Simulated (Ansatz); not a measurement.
**Ga₆H₁₈P₆: density, localisation and related maps**

| atom | x (Å) | y (Å) | z (Å) |
| --- | --- | --- | --- |
| P | -0.0030 | -2.1064 | -1.8770 |
| Ga | -2.1104 | -1.2182 | -1.0791 |
| Ga | 0.0027 | -2.4431 | 2.0170 |
| P | -1.8315 | -1.0570 | 1.2484 |
| P | -1.8247 | 1.0507 | -1.8777 |
| Ga | -2.1149 | 1.2249 | 2.0155 |
| Ga | 2.1069 | -1.2184 | -1.0854 |
| P | 1.8347 | -1.0573 | 1.2430 |
| P | 1.8201 | 1.0508 | -1.8822 |
| Ga | -0.0014 | 2.4344 | -1.0852 |
| Ga | 2.1205 | 1.2241 | 2.0107 |
| P | 0.0020 | 2.1179 | 1.2431 |
| H | -0.0028 | -3.5071 | -1.6009 |
| H | -0.0057 | -2.1639 | -3.3079 |
| H | -3.3371 | -1.9262 | -1.7654 |
| H | 0.0010 | -3.7574 | 1.1218 |
| H | 0.0051 | -2.4574 | 3.5939 |
| H | -3.0124 | -1.7404 | 1.6860 |
| H | -1.8739 | 1.0762 | -3.3086 |
| H | -3.0381 | 1.7509 | -1.6037 |
| H | -3.2528 | 1.8803 | 1.1185 |
| H | -2.1282 | 1.2350 | 3.5922 |
| H | 3.3315 | -1.9267 | -1.7751 |
| H | 3.0170 | -1.7399 | 1.6779 |
| H | 1.8668 | 1.0781 | -3.3131 |
| H | 3.0337 | 1.7510 | -1.6094 |
| H | -0.0022 | 3.8489 | -1.7751 |
| H | 2.1366 | 1.2331 | 3.5875 |
| H | 3.2566 | 1.8801 | 1.1119 |
| H | 0.0041 | 3.4831 | 1.6782 |

Geometry: PBE-D4/def2-SVP.

The calculation used RKS PBE0-D4/def2-TZVP in Ansatz.

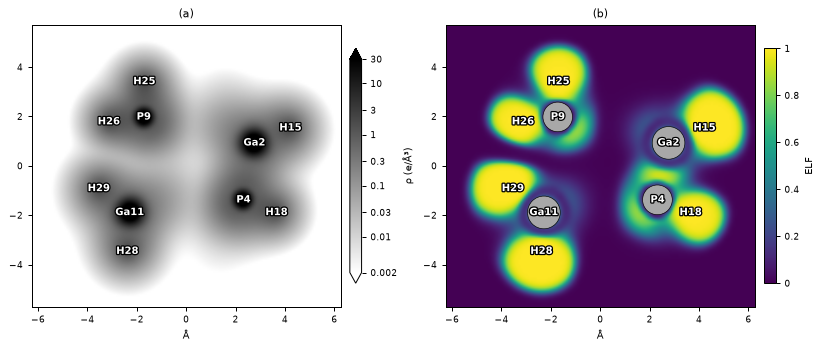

Figure 1. (a) total electron density; (b) electron localisation function on the plane of atoms H25, P9 and H26. Grey discs cover the atomic cores in the ELF map.

Describe what can be read from this map.

Answer. Atoms in the plane: Ga, P and H.
Ga–P (2.35 Å): the density is about 0.58 e/Å³ at the midpoint; the ELF peaks at about 0.90 between the atoms, as expected for a covalent bond.
P–H (1.43 Å): the density is about 1.1 e/Å³ at the midpoint; the ELF climbs to about 1 towards the hydrogen, as it does in any bond to H.
Ga–H (1.57 Å): ρ at the midpoint is about 0.97 e/Å³; the ELF climbs to about 1 towards the hydrogen.

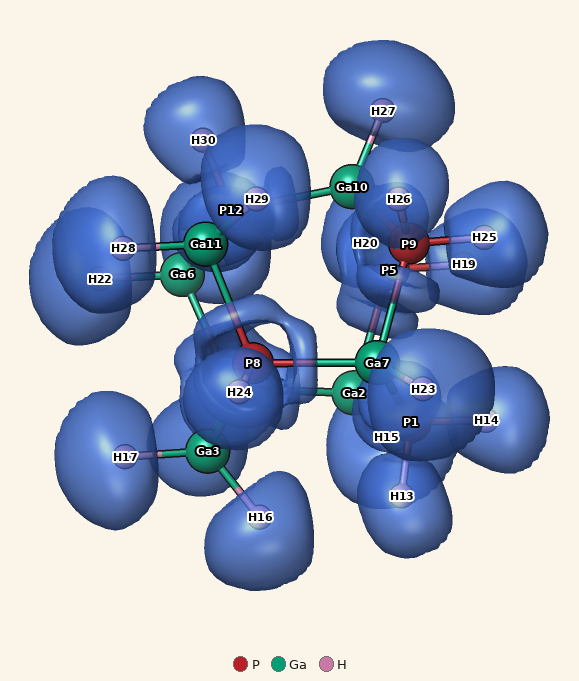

Figure 2. Isosurface of the ELF at 0.75 (blue), seen at a tilt. Core shells and regions of very low density are left out.

Describe the localisation domains.

Answer. The surface consists of 18 regions around hydrogen nuclei and six regions on P in which the atom's valence shell and bonds are merged.

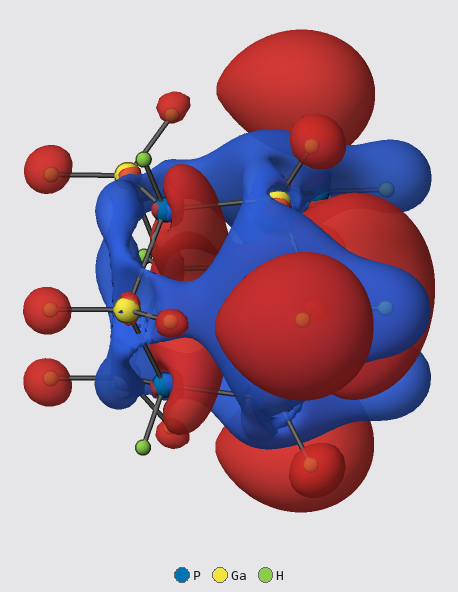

Figure 3. One frontier orbital at ±0.03 Å⁻³ᐟ² (blue and red are the two phases), seen from one side.

Which orbital is it: HOMO or LUMO?

Answer. The LUMO, at −1.49 eV. By Hirshfeld shares it lies mainly on P1 (about 15 %), P5 (about 15 %), P9 (about 15 %), H20 (about 5 %), H26 (about 5 %) and H13 (about 5 %).
